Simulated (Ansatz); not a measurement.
## Electronic structure of BrGaH₂···HF in real space

Input

```
crystal:
  periodic: [false, false, false]
  atoms:
    - { symbol: Ga, position_ang: [-0.3955, -0.5437, -0.5338] }
    - { symbol: F, position_ang: [0.883, 1.155, -0.4521] }
    - { symbol: H, position_ang: [0.4847, -1.7337, -0.9573] }
    - { symbol: H, position_ang: [-1.7811, -0.0598, -1.0001] }
    - { symbol: H, position_ang: [0.8274, 1.1212, 0.7444] }
    - { symbol: Br, position_ang: [-0.0184, 0.061, 2.199] }
basis:
  gaussian: { orbitals: def2-SVP }
hamiltonian:
  xc: blyp
  dispersion: d4
relax:
  f_tol: 0.15
  max_steps: 25
  restrain:
    - { distance: [0, 5], at: 2.42, k: 30.0 }
    - { distance: [4, 1], at: 0.88, k: 30.0 }
    - { distance: [0, 1], at: 3.09, k: 30.0 }
    - { distance: [4, 5], at: 2.81, k: 30.0 }
output:
  orbitals: {}
```

Command:

```sh
ansatz run input.yaml --threads 2 --pin off --max-ram 3072MiB --backend cpu --events-out ev --progress --plain --runs-dir out
```

The fields are those of the run's last geometry, not of the input's.

Not at a stationary point (largest force 1.2 eV/Å).

These are results of RKS BLYP-D4/def2-SVP (Ansatz 0.2.0), not measurements.

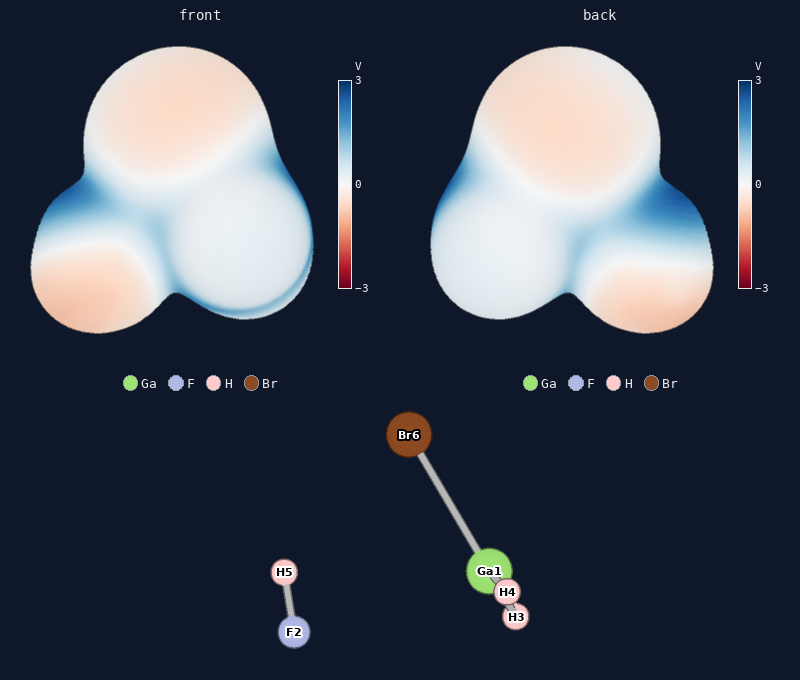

Figure 1. The electrostatic potential painted on the density surface at 0.002 e/bohr³, seen from the front and from behind; the colour scale runs from red (negative) to blue (positive). The bare structure is drawn below in the same view.

**Describe the electrostatic potential map.**

The most negative region (about −0.8 V) lies over F2, the most positive (about +2.6 V) over Ga1.

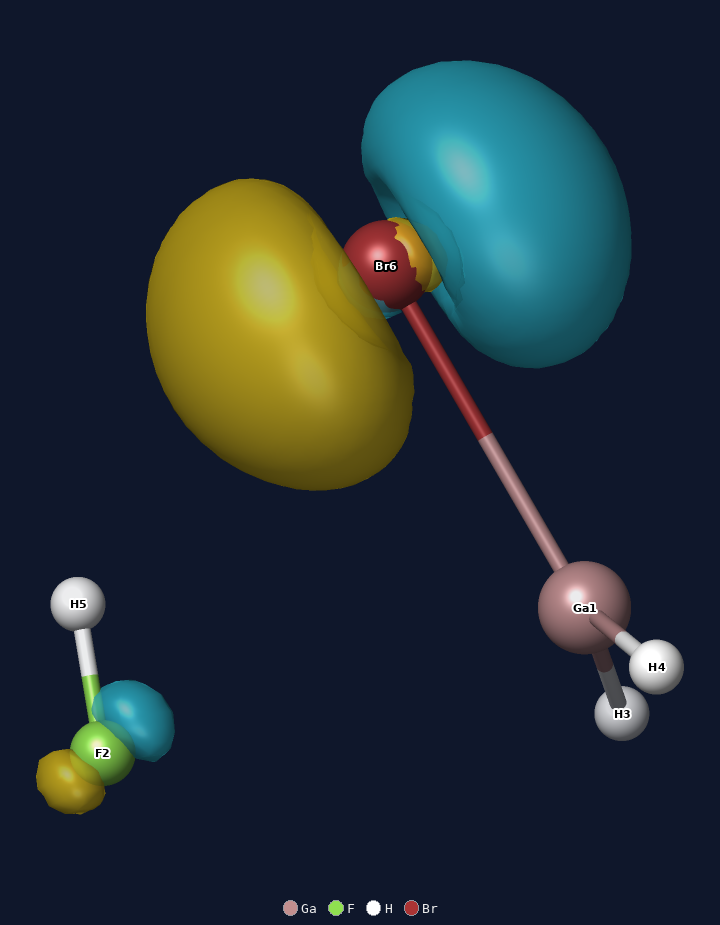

Figure 2. The HOMO−1 at ±0.2 Å⁻³ᐟ² (yellow and cyan are the two phases), seen across its widest extent.

**Where does this orbital lie, and at what energy?**

Its weight (Hirshfeld) is mainly on Br6 (about 90 %) and Ga1 (about 5 %); largely a lone pair of Br6. Its energy is −7.00 eV.

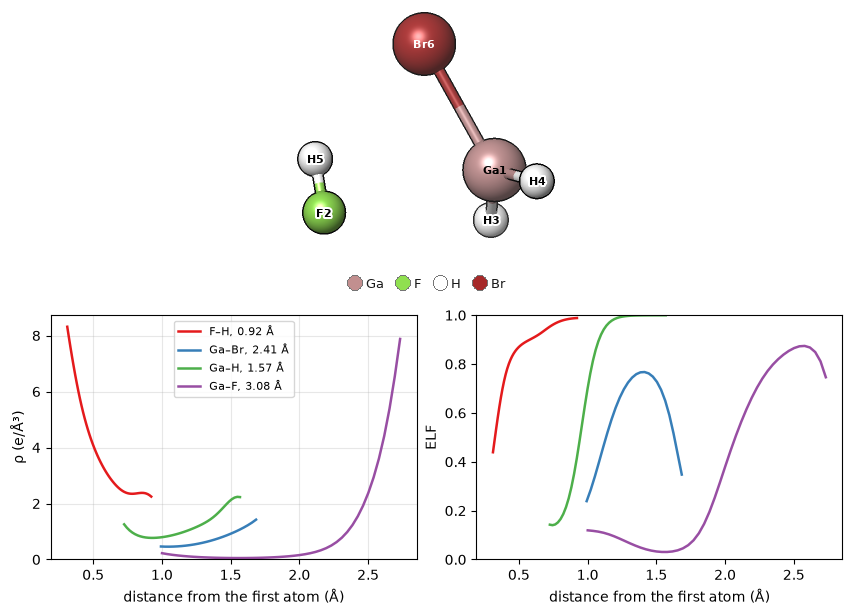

Figure 3. Electron density and electron localisation function along straight lines between neighbouring atoms. The curves leave out the atomic cores. The structure is drawn too.

**Compare the contacts.**

F–H (0.92 Å): ρ is about 4.6 e/Å³ halfway; the ELF climbs to about 1 towards the hydrogen, as it does in any bond to H; an ordinary covalent bond to hydrogen.
Ga–Br (2.41 Å): ρ is about 0.51 e/Å³ halfway, with its minimum of 0.46 e/Å³ about 1.1 Å from Ga; the ELF peaks at about 0.75 in the valence shell of Br, 1.0 Å from its nucleus, and is about 0.60 at the midpoint.
Ga–H (1.57 Å): the density is about 0.97 e/Å³ at the midpoint; the ELF climbs to about 1 towards the hydrogen.
Ga1···F2 (3.08 Å): the density falls to about 0.05 e/Å³ on the way; the ELF dips to about 0.05 between them.

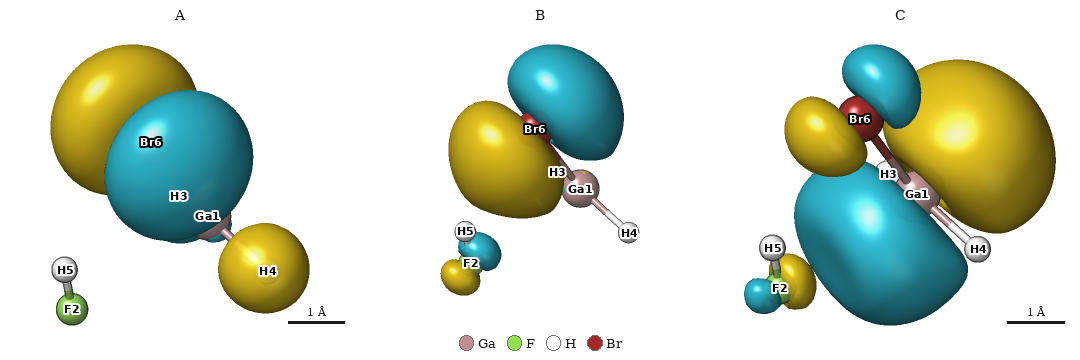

Figure 4. Three frontier orbitals at ±0.08 Å⁻³ᐟ² (yellow and cyan are the two phases), in no order.

**Order the three orbitals by energy and name them.**

B is the HOMO−1 (−7.00 eV). It lies mainly on Br6 (about 90 %) and Ga1 (about 5 %); largely a lone pair of Br6. A is the HOMO (−6.50 eV). It lies mainly on Br6 (about 85 %) and Ga1 (about 5 %); largely a lone pair of Br6. C is the LUMO (−2.43 eV). Its weight (Hirshfeld) is mainly on Ga1 (about 75 %) and Br6 (about 10 %).

**What is the HOMO–LUMO gap?**

4.07 eV between the orbital energies.
